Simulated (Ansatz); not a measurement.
Geometry relaxation, with input and output: C$_{3}$H$_{7}$AlSi (part 1 of 3)

The run: geometry relaxation of C$_{3}$H$_{7}$AlSi, SMILES C#C[CH]([AlH2])[SiH3]. Method and program: RKS PBE-D4/def2-SVP (Ansatz 0.2.0).

The geometry: force-field start. Figures and captions count atoms from 1; the log counts them from 0 in places.

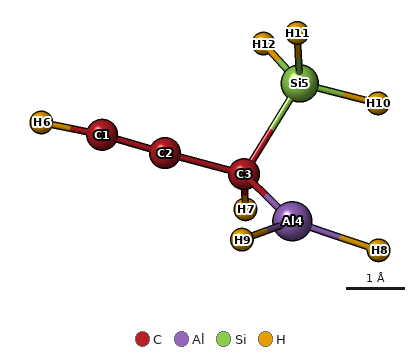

Figure 1. The input geometry (ball-and-stick view, seen at a tilt; atoms are numbered from 1 in the order of the input). Sticks mark near contacts. Bond lengths as drawn: Al–C 1.97 Å, Al–H 1.60 to 1.65 Å, C–C 1.18 to 1.47 Å, C–H 1.05 to 1.10 Å, C–Si 1.90 Å and H–Si 1.44 to 1.49 Å.

## The input
```yaml
crystal:
  periodic: [false, false, false]
  atoms:
    - {symbol: C, position_ang: [-0.234700, 2.281500, 1.060900]}
    - {symbol: C, position_ang: [-0.381700, 1.294300, 0.426600]}
    - {symbol: C, position_ang: [-0.527900, 0.050500, -0.343200]}
    - {symbol: Al, position_ang: [-0.882800, -1.435200, 0.901900]}
    - {symbol: Si, position_ang: [1.127600, -0.332800, -1.197300]}
    - {symbol: H, position_ang: [-0.199900, 3.245100, 1.593400]}
    - {symbol: H, position_ang: [-1.267200, 0.155800, -1.088000]}
    - {symbol: H, position_ang: [-1.097100, -2.907400, 0.323900]}
    - {symbol: H, position_ang: [-1.125700, -1.148000, 2.510000]}
    - {symbol: H, position_ang: [1.004900, -1.575100, -1.919700]}
    - {symbol: H, position_ang: [2.181000, -0.465200, -0.154300]}
    - {symbol: H, position_ang: [1.480500, 0.781200, -2.080400]}
basis:
  gaussian: {orbitals: def2-SVP}
hamiltonian: {xc: pbe, dispersion: d4}
relax: {f_tol: 0.03, max_steps: 200}
```

Machine: 4 threads of Arm Neoverse V1, 23 GiB of memory available, shared host.

Run as:
```bash
ansatz run in.yaml --threads 4 --pin off --events-out ev --progress --plain --max-ram 10444MiB
```

## Output
```
Functional definition: PBE
  name "PBE"
  cite "Perdew, Burke & Ernzerhof, Phys. Rev. Lett. 77, 3865 (1996) doi:10.1103/PhysRevLett.77.3865"
  parent pbe
  parameter kappa = 0.804
  parameter beta = 0.06672455060314922
  exchange = pbe_x(kappa = kappa, mu = beta*pi^2/3)
  correlation = pbe_c(beta = beta)
1269 factors; their error is unknown
mean field evaluation 1: about -17667.5208 eV, gradient 5.9e1 eV
mean field evaluation 2: about -17619.9511 eV, gradient 1.1e2 eV
mean field evaluation 4: about -17677.0612 eV, gradient 1.3e1 eV
mean field evaluation 8: about -17677.5225 eV, gradient 1.1e-1 eV
mean field evaluation 16: about -17677.4549 eV, gradient 7.0e-4 eV
mean field -17677.45485549 eV, -649.6344837301 hartree, gradient 4.3e-5 eV, S^2 0.000000; 0 other end points of the search recorded, 0 dependent functions left out
the calculation of the forces begins
reference -17677.45490071 eV, -649.6344853916 hartree; 26, 26 occupied and 87, 87 virtual orbitals, 1269 factors
relax step   1: F+E_penalty+E_count = -17677.74472533 eV  Δ(F+E_penalty+E_count) = +0.000e0 eV  max|allowed force component| = 4.871e0 eV/Å  Δτ_max = 0.0000 Å  (28 SCF iters, accepted)
these checks for a lower state are left out or cut short: starts, cluster_reference, orbital_swaps, neighbouring_geometries, increment
1269 factors; their error is unknown
mean field -17677.73606465 eV, -649.6448179760 hartree, gradient 1.3e-5 eV, S^2 0.000000; 0 other end points of the search recorded, 0 dependent functions left out
[... from here on the field's lines of each further geometry are left out, up to the last ...]
relax step   2: F+E_penalty+E_count = -17678.02280067 eV  Δ(F+E_penalty+E_count) = -2.781e-1 eV  max|allowed force component| = 6.202e-1 eV/Å  Δτ_max = 0.0944 Å  (30 SCF iters, accepted)
relax step   3: F+E_penalty+E_count = -17678.04658173 eV  Δ(F+E_penalty+E_count) = -2.378e-2 eV  max|allowed force component| = 1.904e-1 eV/Å  Δτ_max = 0.0302 Å  (30 SCF iters, accepted)
relax step   4: F+E_penalty+E_count = -17678.03884559 eV  Δ(F+E_penalty+E_count) = +7.736e-3 eV  max|allowed force component| = 8.363e-1 eV/Å  Δτ_max = 0.0791 Å  (29 SCF iters, rejected (line search))
relax step   5: F+E_penalty+E_count = -17678.05345690 eV  Δ(F+E_penalty+E_count) = -6.875e-3 eV  max|allowed force component| = 8.027e-2 eV/Å  Δτ_max = 0.0387 Å  (30 SCF iters, accepted)
relax step   6: F+E_penalty+E_count = -17678.05660423 eV  Δ(F+E_penalty+E_count) = -3.147e-3 eV  max|allowed force component| = 4.853e-2 eV/Å  Δτ_max = 0.1000 Å  (29 SCF iters, accepted)
relax step   7: F+E_penalty+E_count = -17678.05831527 eV  Δ(F+E_penalty+E_count) = -1.711e-3 eV  max|allowed force component| = 5.709e-2 eV/Å  Δτ_max = 0.0964 Å  (29 SCF iters, accepted)
relax step   8: F+E_penalty+E_count = -17678.06025729 eV  Δ(F+E_penalty+E_count) = -1.942e-3 eV  max|allowed force component| = 1.092e-1 eV/Å  Δτ_max = 0.0993 Å  (29 SCF iters, accepted)
relax step   9: F+E_penalty+E_count = -17678.06215327 eV  Δ(F+E_penalty+E_count) = -1.896e-3 eV  max|allowed force component| = 1.382e-1 eV/Å  Δτ_max = 0.1029 Å  (29 SCF iters, accepted)
relax step  10: F+E_penalty+E_count = -17678.06407558 eV  Δ(F+E_penalty+E_count) = -1.922e-3 eV  max|allowed force component| = 1.689e-1 eV/Å  Δτ_max = 0.1004 Å  (29 SCF iters, accepted)
relax step  11: F+E_penalty+E_count = -17678.06621305 eV  Δ(F+E_penalty+E_count) = -2.137e-3 eV  max|allowed force component| = 1.482e-1 eV/Å  Δτ_max = 0.0888 Å  (29 SCF iters, accepted)
relax step  12: F+E_penalty+E_count = -17678.07135767 eV  Δ(F+E_penalty+E_count) = -5.145e-3 eV  max|allowed force component| = 2.274e-1 eV/Å  Δτ_max = 0.2000 Å  (28 SCF iters, accepted)
relax step  13: F+E_penalty+E_count = -17678.07446217 eV  Δ(F+E_penalty+E_count) = -3.105e-3 eV  max|allowed force component| = 2.674e-1 eV/Å  Δτ_max = 0.1955 Å  (28 SCF iters, accepted)
relax step  14: F+E_penalty+E_count = -17678.07922225 eV  Δ(F+E_penalty+E_count) = -4.760e-3 eV  max|allowed force component| = 1.852e-1 eV/Å  Δτ_max = 0.0682 Å  (30 SCF iters, accepted)
relax step  15: F+E_penalty+E_count = -17678.09045052 eV  Δ(F+E_penalty+E_count) = -1.123e-2 eV  max|allowed force component| = 1.641e-1 eV/Å  Δτ_max = 0.1935 Å  (28 SCF iters, accepted)
relax step  16: F+E_penalty+E_count = -17678.10463057 eV  Δ(F+E_penalty+E_count) = -1.418e-2 eV  max|allowed force component| = 1.892e-1 eV/Å  Δτ_max = 0.1937 Å  (28 SCF iters, accepted)
relax step  17: F+E_penalty+E_count = -17678.12367753 eV  Δ(F+E_penalty+E_count) = -1.905e-2 eV  max|allowed force component| = 2.404e-1 eV/Å  Δτ_max = 0.1956 Å  (29 SCF iters, accepted)
relax step  18: F+E_penalty+E_count = -17678.14875531 eV  Δ(F+E_penalty+E_count) = -2.508e-2 eV  max|allowed force component| = 3.571e-1 eV/Å  Δτ_max = 0.1950 Å  (29 SCF iters, accepted)
relax step  19: F+E_penalty+E_count = -17678.19356866 eV  Δ(F+E_penalty+E_count) = -4.481e-2 eV  max|allowed force component| = 3.056e-1 eV/Å  Δτ_max = 0.2000 Å  (28 SCF iters, accepted)
relax step  20: F+E_penalty+E_count = -17678.24735867 eV  Δ(F+E_penalty+E_count) = -5.379e-2 eV  max|allowed force component| = 3.870e-1 eV/Å  Δτ_max = 0.1928 Å  (28 SCF iters, accepted)
relax step  21: F+E_penalty+E_count = -17678.30249663 eV  Δ(F+E_penalty+E_count) = -5.514e-2 eV  max|allowed force component| = 4.968e-1 eV/Å  Δτ_max = 0.1996 Å  (28 SCF iters, accepted)
relax step  22: F+E_penalty+E_count = -17678.37311253 eV  Δ(F+E_penalty+E_count) = -7.062e-2 eV  max|allowed force component| = 7.614e-1 eV/Å  Δτ_max = 0.2000 Å  (29 SCF iters, accepted)
relax step  23: F+E_penalty+E_count = -17678.45030806 eV  Δ(F+E_penalty+E_count) = -7.720e-2 eV  max|allowed force component| = 9.152e-1 eV/Å  Δτ_max = 0.1951 Å  (30 SCF iters, accepted)
relax step  24: F+E_penalty+E_count = -17678.46112554 eV  Δ(F+E_penalty+E_count) = -1.082e-2 eV  max|allowed force component| = 1.282e0 eV/Å  Δτ_max = 0.1944 Å  (37 SCF iters, accepted)
relax step  25: F+E_penalty+E_count = -17678.54052847 eV  Δ(F+E_penalty+E_count) = -7.940e-2 eV  max|allowed force component| = 4.493e-1 eV/Å  Δτ_max = 0.1999 Å  (31 SCF iters, accepted)
relax step  26: F+E_penalty+E_count = -17678.56780802 eV  Δ(F+E_penalty+E_count) = -2.728e-2 eV  max|allowed force component| = 6.736e-1 eV/Å  Δτ_max = 0.1550 Å  (29 SCF iters, accepted)
relax step  27: F+E_penalty+E_count = -17678.61458709 eV  Δ(F+E_penalty+E_count) = -4.678e-2 eV  max|allowed force component| = 1.923e-1 eV/Å  Δτ_max = 0.0995 Å  (31 SCF iters, accepted)
relax step  28: F+E_penalty+E_count = -17678.62167754 eV  Δ(F+E_penalty+E_count) = -7.090e-3 eV  max|allowed force component| = 2.427e-1 eV/Å  Δτ_max = 0.0871 Å  (31 SCF iters, accepted)
relax step  29: F+E_penalty+E_count = -17678.63222016 eV  Δ(F+E_penalty+E_count) = -1.054e-2 eV  max|allowed force component| = 1.809e-1 eV/Å  Δτ_max = 0.0516 Å  (31 SCF iters, accepted)
relax step  30: F+E_penalty+E_count = -17678.63634344 eV  Δ(F+E_penalty+E_count) = -4.123e-3 eV  max|allowed force component| = 1.322e-1 eV/Å  Δτ_max = 0.0449 Å  (31 SCF iters, accepted)
relax step  31: F+E_penalty+E_count = -17678.63916751 eV  Δ(F+E_penalty+E_count) = -2.824e-3 eV  max|allowed force component| = 7.168e-2 eV/Å  Δτ_max = 0.0691 Å  (31 SCF iters, accepted)
relax step  32: F+E_penalty+E_count = -17678.64023853 eV  Δ(F+E_penalty+E_count) = -1.071e-3 eV  max|allowed force component| = 5.174e-2 eV/Å  Δτ_max = 0.0449 Å  (30 SCF iters, accepted)
relax step  33: F+E_penalty+E_count = -17678.64092217 eV  Δ(F+E_penalty+E_count) = -6.836e-4 eV  max|allowed force component| = 4.677e-2 eV/Å  Δτ_max = 0.0455 Å  (30 SCF iters, accepted)
relax step  34: F+E_penalty+E_count = -17678.64132220 eV  Δ(F+E_penalty+E_count) = -4.000e-4 eV  max|allowed force component| = 7.145e-2 eV/Å  Δτ_max = 0.0388 Å  (31 SCF iters, accepted)
relax step  35: F+E_penalty+E_count = -17678.64167089 eV  Δ(F+E_penalty+E_count) = -3.487e-4 eV  max|allowed force component| = 3.579e-2 eV/Å  Δτ_max = 0.0134 Å  (32 SCF iters, accepted)
the calculation of the forces begins
reference -17678.34297078 eV, -649.6671213651 hartree; 26, 26 occupied and 87, 87 virtual orbitals, 1269 factors
relax step  36: F+E_penalty+E_count = -17678.64177893 eV  Δ(F+E_penalty+E_count) = -1.080e-4 eV  max|allowed force component| = 9.032e-3 eV/Å  Δτ_max = 0.0064 Å  (23 SCF iters, accepted)
```

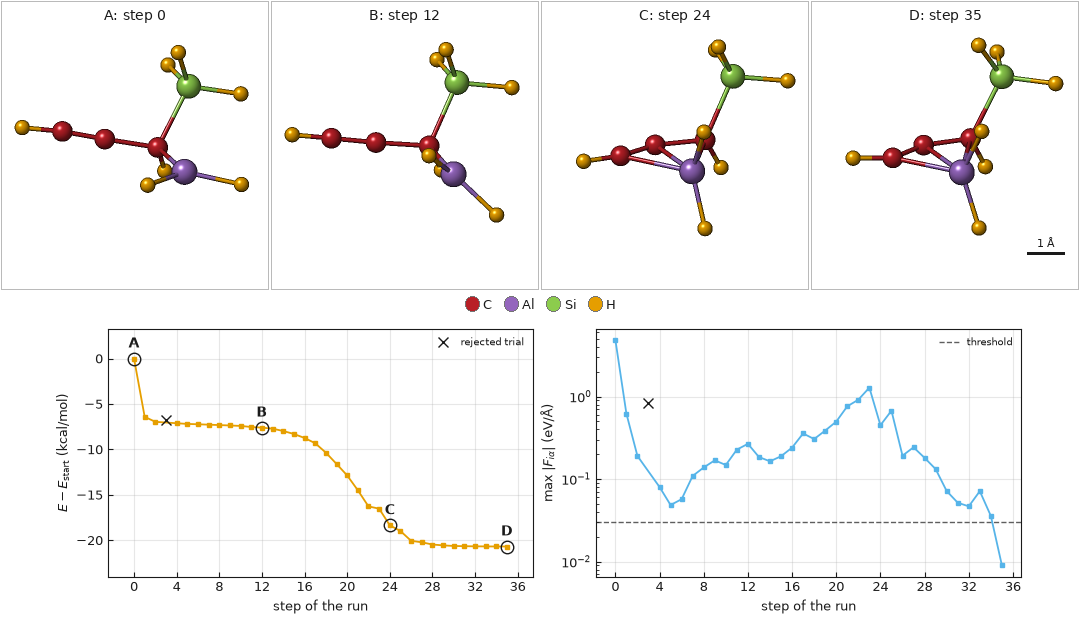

Figure 2. Frames of the relaxation (ball-and-stick view, seen at a tilt) above the curves, on which the letters mark them (the first geometry is step 0 here and step 1 in the log).

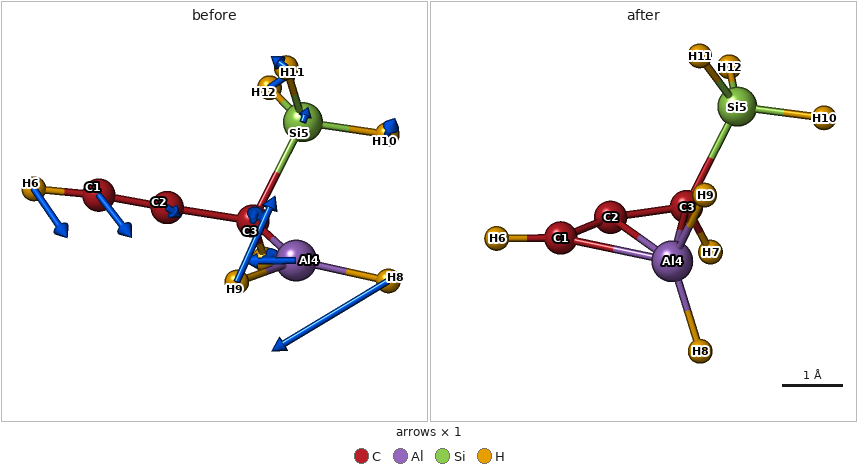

Figure 3. Before (left) and after (right) the relaxation, at one scale (ball-and-stick view, seen at a tilt). The blue arrows give the displacements, at true length. The atom that moves furthest after the best rigid fit is H8 (2.31 Å). Largest moves by element: H 2.31 Å, C 1.11 Å, Al 0.89 Å, Si 0.28 Å. Among the contacts that change: C1–Al4 3.776 → 2.069 Å, C2–Al4 2.816 → 2.115 Å, C3–Al4 1.971 → 2.343 Å, C1–C2 1.183 → 1.291 Å. New bonds form: C1–Al4 (3.78 → 2.07 Å), C2–Al4 (2.82 → 2.11 Å). Among the angles that change: C2–C3–Al4 109.0° → 63.2°, C2–C1–H6 173.5° → 138.4°, C1–C2–C3 178.3° → 151.5°. The energy falls by 20.7 kcal/mol in 35 geometry steps. The largest force component goes from 4.9 to 0.009 eV/Å. The line search rejected the trial step at point 3 (counted from 0) and went back. (Atoms are counted from 1 in the order of the input.)

```
1269 factors; their error is unknown
mean field -17678.34292550 eV, -649.6671197010 hartree, gradient 1.6e-5 eV, S^2 0.000000; 1 other end points of the search recorded, 0 dependent functions left out
the calculation of the forces begins
reference -17678.34297078 eV, -649.6671213651 hartree; 26, 26 occupied and 87, 87 virtual orbitals, 1269 factors
Total energy: -17678.64182421 eV, -649.6781040258 hartree
Atom 0 at    -0.895711     1.406392     1.402662 Å, force    -0.001359     0.003612     0.006252 eV/Å
Atom 1 at    -0.574927     1.106894     0.189020 Å, force    -0.000101     0.003531     0.003568 eV/Å
Atom 2 at    -0.317449     0.191007    -0.798980 Å, force    -0.006354    -0.007730    -0.000039 eV/Å
Atom 3 at    -0.996887    -0.656602     1.276954 Å, force    -0.002101     0.005314    -0.001563 eV/Å
Atom 4 at     1.439673    -0.335395    -1.260874 Å, force    -0.003302     0.003970    -0.005108 eV/Å
Atom 5 at    -0.997591     2.299924     2.023921 Å, force     0.003783    -0.009032    -0.006661 eV/Å
Atom 6 at    -1.115264     0.019457    -1.549601 Å, force     0.003876    -0.000990     0.004099 eV/Å
Atom 7 at    -2.459930    -1.250514     1.064387 Å, force    -0.000916    -0.000544    -0.001558 eV/Å
Atom 8 at     0.281398    -1.410420     1.860137 Å, force    -0.000211     0.001913    -0.001428 eV/Å
Atom 9 at     1.439575    -1.788082    -1.646518 Å, force     0.000130    -0.001166     0.001633 eV/Å
Atom 10 at     2.344052    -0.101065    -0.086912 Å, force     0.003626     0.000350     0.003048 eV/Å
Atom 11 at     1.930061     0.463104    -2.440396 Å, force     0.002928     0.000771    -0.002242 eV/Å
Dipole moment:     0.005072     0.244959    -0.102231 e Å
```

## Trajectory as extended XYZ (Å, eV, eV/Å), 36 frames, from step=1 to step=36
```
12
Properties=species:S:1:pos:R:3:forces:R:3 step=1 energy=-17677.74473
C    -0.2347    2.2815    1.0609    0.4422   4.8714   2.9065
C    -0.3817    1.2943    0.4266   -0.6807  -4.5192  -2.9684
C    -0.5279    0.0505   -0.3432    1.7278   0.5487   2.0199
Al   -0.8828   -1.4352    0.9019   -0.5876  -0.0153   0.7734
Si    1.1276   -0.3328   -1.1973   -0.2769   0.6664   0.7030
H    -0.1999    3.2451    1.5934    0.1055  -0.7429  -0.2957
H    -1.2672    0.1558   -1.0880   -1.5184   0.0106  -1.5091
H    -1.0971   -2.9074    0.3239    0.1011  -0.0811  -0.0680
H    -1.1257   -1.1480    2.5100    0.2246  -0.0858  -0.6023
H     1.0049   -1.5751   -1.9197   -0.0230  -1.0300  -0.6796
H     2.1810   -0.4652   -0.1543    0.2294  -0.0953   0.2256
H     1.4805    0.7812   -2.0804    0.2562   0.4724  -0.5053
12
Properties=species:S:1:pos:R:3:forces:R:3 step=2 energy=-17678.02280
C    -0.2493    2.3276    1.0798   -0.1374   0.0730  -0.0610
C    -0.3956    1.2958    0.4306   -0.0602  -0.1689  -0.1678
C    -0.5207    0.0457   -0.3116    0.5043   0.4371   0.6202
Al   -0.9742   -1.4360    0.9256    0.1219  -0.1300   0.1447
Si    1.1310   -0.3235   -1.1976   -0.0082   0.1092   0.3108
H    -0.2052    3.2744    1.6056    0.0897  -0.1540  -0.0057
H    -1.2891    0.1229   -1.0893   -0.4415  -0.0239  -0.4478
H    -1.0923   -2.9177    0.3201   -0.0664   0.0433  -0.0007
H    -1.0766   -1.1494    2.4992   -0.0397  -0.0191  -0.0983
H     1.0275   -1.5890   -1.9675   -0.0490  -0.3054  -0.2169
H     2.1946   -0.4948   -0.1505    0.0629  -0.0121   0.0292
H     1.5270    0.7888   -2.1107    0.0236   0.1509  -0.1066
```
